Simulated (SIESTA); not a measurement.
Band structure of AlRu (Pm-3m, 2 atoms in the cell).

```
CELL_PARAMETERS angstrom
      2.98250     0.00000     0.00000
      0.00000     2.98250     0.00000
      0.00000     0.00000     2.98250
ATOMIC_POSITIONS crystal
  Al 0.00000 0.00000 0.00000
  Ru 0.50000 0.50000 0.50000
```

Level of theory: GGA PBE, numerical atomic orbitals DZP, PseudoDojo PBE standard norm-conserving potentials (rewritten from UPF to PSML) run with SIESTA.

Settings: XC.functional = GGA; XC.authors = PBE; potentials = PseudoDojo PBE standard; PAO.BasisSize = DZP; PAO.EnergyShift = 0.01 Ry; MeshCutoff = 300 Ry; kgrid.MonkhorstPack = 11 11 11; OccupationFunction = MP; OccupationMPOrder = 0; ElectronicTemperature = 50 meV; MaxSCFIterations = 150; SCF.Mixer.Method = Pulay; SCF.Mixer.Weight = 0.2; SCF.Mixer.History = 6.

The starting cell comes from a database of computed structures (which also holds hypothetical and non-ambient phases and stackings), without a prior relaxation at this level. Spin polarisation is off. Values carry the incompleteness of an atom-centred basis.

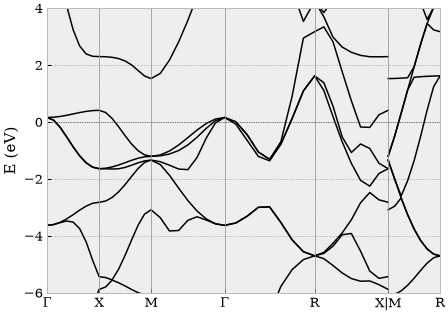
*Bands along the path, energies from the Fermi level.*

Levels in eV from the Fermi level, bands 6 to 11:
| point | 6 | 7 | 8 | 9 | 10 | 11 |
|---|---|---|---|---|---|---|
| Γ | -3.63 | -3.63 | 0.16 | 0.16 | 0.16 | 6.38 |
| X | -5.43 | -2.82 | -1.64 | -1.64 | 0.41 | 2.30 |
| M | -3.08 | -1.34 | -1.34 | -1.20 | -1.20 | 1.53 |
| R | -4.70 | -4.70 | 1.62 | 1.62 | 3.17 | 4.25 |

Bands cross the Fermi level along this path, so the cell is metallic at this level.

Higher empty bands are left out: an atom-centred basis made for the valence describes them poorly.
